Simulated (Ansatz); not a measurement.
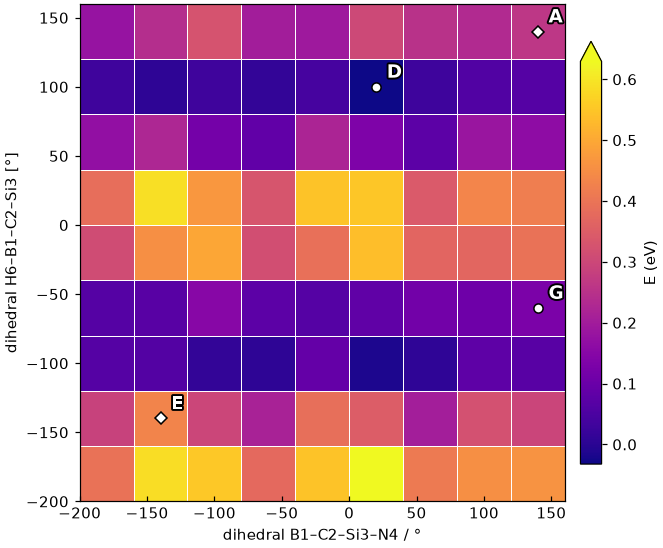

CH₇BFNSi, SMILES BC[SiH](N)F. First axis: dihedral B1–C2–Si3–N4. Second axis: dihedral H6–B1–C2–Si3. Nothing is relaxed (all other coordinates rigid). The grid has 9 × 9 points. Points are written as (first, second). Energies: eV, counted from the relaxed molecule at the same level. Energies and slopes of some neighbouring points disagree (a jump in structure or state, or too coarse a mesh). The calculation used Ansatz 0.2.0, RKS PBE-D4/def2-SVP.

Drawn: one coloured cell a grid point, one colour for all values above the top of the scale, lettered points.

> Rank the lettered points by energy, lowest first.

D (−0.032 eV), G (0.129 eV), A (0.262 eV), E (0.431 eV).
